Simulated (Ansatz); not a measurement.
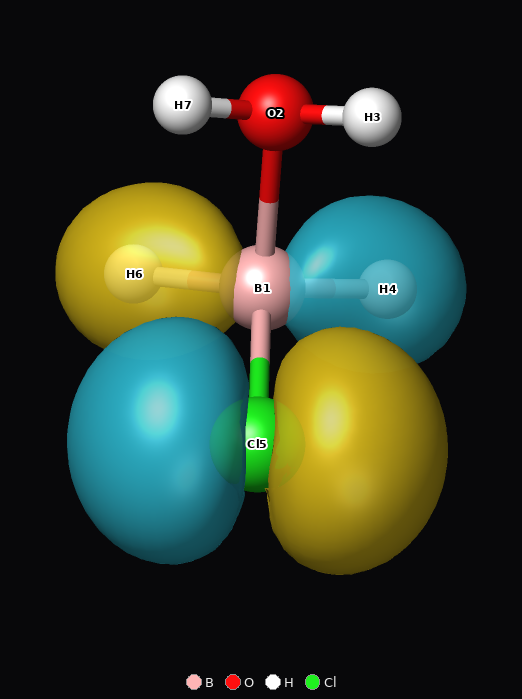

*BClH4O. The HOMO at ±0.15 Å⁻³ᐟ² (yellow and cyan are the two phases), seen at an oblique angle.*

Theory: Ansatz, RKS BHLYP-D4/def2-SVP.

```xyz
7

B    -0.0216    0.4538   -0.0576
O    -0.0440    0.2865    1.5863
H    -0.3150   -0.6128    1.7943
H     0.7948   -0.3555   -0.3992
Cl   -1.7460    0.0086   -0.5421
H     0.2302    1.6173   -0.2040
H    -0.7264    0.8635    1.9428
```

Where does this orbital lie, and at what energy?

Answer. It lies mainly on Cl5 (about 65 %), B1 (about 15 %), H6 (about 10 %) and H4 (about 10 %); largely a lone pair of Cl5. Its energy is −8.66 eV.
